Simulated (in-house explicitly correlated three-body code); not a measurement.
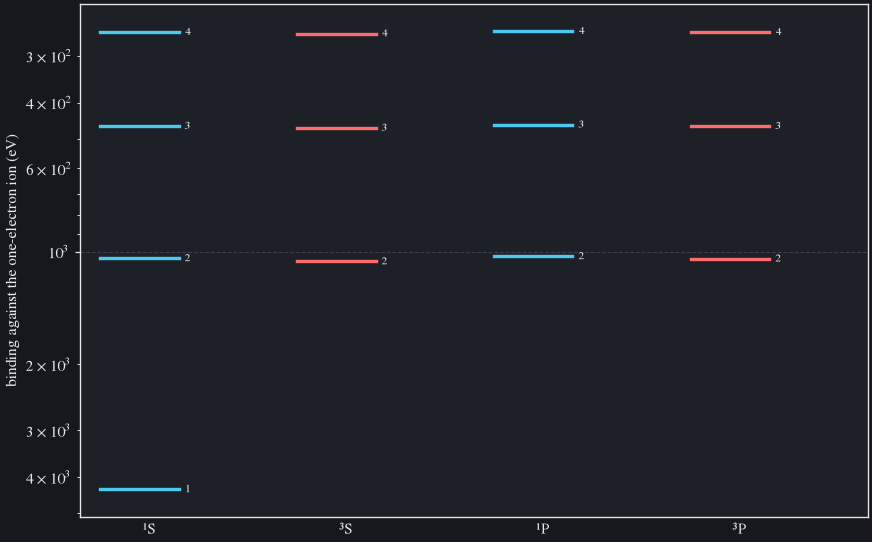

Two electrons around a point charge Z = 18.431. Computed variationally in 260 exponentially correlated functions with an in-house code, non-relativistic, converged to about 10⁻⁸ of the energy. The plot shows the bound S and P states that converged, by term and principal number n, on a logarithmic scale of binding.

How do singlets and triplets lie?

The ground state is bound by 4313 eV. The n = 2 states drawn run, from the deepest, 2 ³S (1063 eV), 2 ³P (1044 eV), 2 ¹S (1042 eV), 2 ¹P (1029 eV). Exchange puts 2 ³S below 2 ¹S by 20.2 eV and 2 ³P below 2 ¹P by 14.9 eV. Quantum defects n − (Z − 1)/√(2 E(binding)): 2 ³S 0.028, 2 ³P 0.010, 2 ¹S 0.008, 2 ¹P −0.004.
